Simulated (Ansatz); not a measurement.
# CAM-B3LYP/STO-3G run of HNO (nitroxyl)

Aim: the energy change on altering one bond length of HNO (nitroxyl) at CAM-B3LYP/STO-3G, from 2 runs. 

Program for the calculation: Ansatz 0.2.0.

50 further runs of the same task are left out: 1 that didn't finish, 49 set aside as unsound or not needed.

### 1 Starting point

HNO: 3 atoms, total charge 0, spin state singlet. As SMILES, `N=O`. The coordinates come from a PBE0-D4/def2-TZVP relaxation.

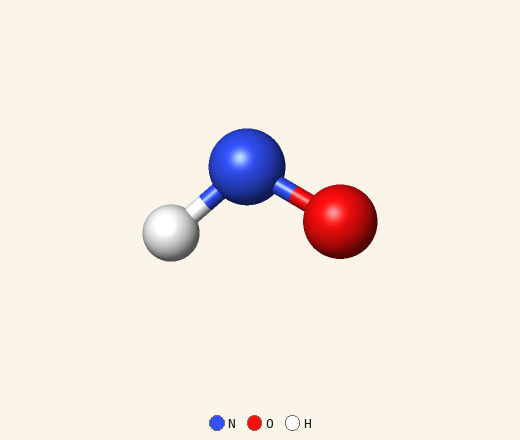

Viewed from a chosen angle; nitrogen blue, oxygen red, hydrogen white.

### 2 The energy at CAM-B3LYP/STO-3G

File in.yaml:

```yaml
crystal:
  periodic: [false, false, false]
  atoms:
    - symbol: N
      position_ang: [-0.283700, 0.312790, -0.117160]
    - symbol: O
      position_ang: [0.755300, 0.397200, 0.456500]
    - symbol: H
      position_ang: [-0.471600, -0.709980, -0.339350]
basis:
  gaussian:
    orbitals: STO-3G
hamiltonian:
  xc: {name: CAM-B3LYP}
accuracy: high
```

Command:

```bash
ansatz run in.yaml --threads 1 --pin off --max-ram 3480MiB --events-out events.jsonl --progress --plain --runs-dir runs
```

What it wrote:

```text
Warning: RAYON_NUM_THREADS=1 ignored (pool sized by the plan → 1); use --threads N
Functional definition: CAM-B3LYP
  name "CAM-B3LYP"
  parameter alpha = 0.19
  parameter beta = 0.46
  parameter omega = 0.33/bohr
  parameter ac = 0.81
  exchange = (1 - alpha - beta)*b88_x + beta*b88_x_sr(omega) + alpha*exact_x + beta*exact_x_lr(omega)
  correlation = (1 - ac)*vwn5_c + ac*lyp_c
168 factors; integrals over basis functions are off by at most 3.7e-8 eV
98 factors; integrals over basis functions are off by at most 5.3e-10 eV
mean field evaluation 1: about -3499.6228 eV, gradient 1.3e1 eV
mean field evaluation 2: about -3499.3627 eV, gradient 1.8e1 eV
mean field evaluation 4: about -3500.1027 eV, gradient 8.4e-2 eV
mean field evaluation 8: about -3500.0869 eV, gradient 2.8e-4 eV
mean field evaluation 16: about -3500.0869 eV, gradient 4.6e-8 eV
mean field -3500.08686479 eV, -128.6258198371 hartree, gradient 4.6e-8 eV, S^2 0.000000; 0 other end points of the search recorded, 0 dependent functions left out
reference -3500.08687321 eV, -128.6258201464 hartree; 8, 8 occupied and 3, 3 virtual orbitals, 168 factors
Total energy: -3500.08687321 eV, -128.6258201464 hartree
```

It took 0.51 s on 1 thread of AMD EPYC 7R43 (Zen 3), shared host.

### 3 The distorted shape, same level

File in.yaml:

```yaml
crystal:
  periodic: [false, false, false]
  atoms:
    - symbol: "N"
      position_ang: [-0.236725, 0.568483, -0.061612]
    - symbol: O
      position_ang: [0.802275, 0.652893, 0.512048]
    - symbol: H
      position_ang: [-0.471600, -0.709980, -0.339350]
basis:
  gaussian:
    orbitals: STO-3G
hamiltonian:
  xc: {name: CAM-B3LYP}
accuracy: high
```

Command:

```bash
ansatz run in.yaml --threads 1 --pin off --max-ram 3480MiB --events-out events.jsonl --progress --plain --runs-dir runs
```

What it wrote:

```text
Warning: RAYON_NUM_THREADS=1 ignored (pool sized by the plan → 1); use --threads N
[... 8 set-up lines as earlier in the session ...]
168 factors; integrals over basis functions are off by at most 3.9e-8 eV
99 factors; integrals over basis functions are off by at most 6.2e-10 eV
mean field evaluation 1: about -3499.2703 eV, gradient 1.4e1 eV
mean field evaluation 2: about -3499.0179 eV, gradient 1.8e1 eV
mean field evaluation 4: about -3499.8233 eV, gradient 4.8e-1 eV
mean field evaluation 8: about -3499.7992 eV, gradient 1.5e-3 eV
mean field evaluation 16: about -3499.7992 eV, gradient 3.0e-8 eV
mean field -3499.79923847 eV, -128.6152497645 hartree, gradient 3.0e-8 eV, S^2 0.000000; 0 other end points of the search recorded, 0 dependent functions left out
reference -3499.79924694 eV, -128.6152500759 hartree; 8, 8 occupied and 3, 3 virtual orbitals, 168 factors
Total energy: -3499.79924694 eV, -128.6152500759 hartree
```

Run time: 0.4 s. Hardware: 1 thread of AMD EPYC 7R43 (Zen 3), shared host.

### 4 What came out

Level: CAM-B3LYP/STO-3G.

| quantity | value |
| --- | --- |
| first shape: total energy | -128.62582 Eh |
| distorted shape: total energy | -128.61525 Eh |
| energy change with the N1–H3 bond stretched from 1.063 to 1.329 Å | 0.288 eV |

What this shows: With the N1–H3 bond stretched from 1.063 to 1.329 Å the energy rises by 0.29 eV (27.8 kJ/mol). The first shape isn't relaxed at this level, so the change isn't measured from a minimum. The minimal basis adds a large error of its own.
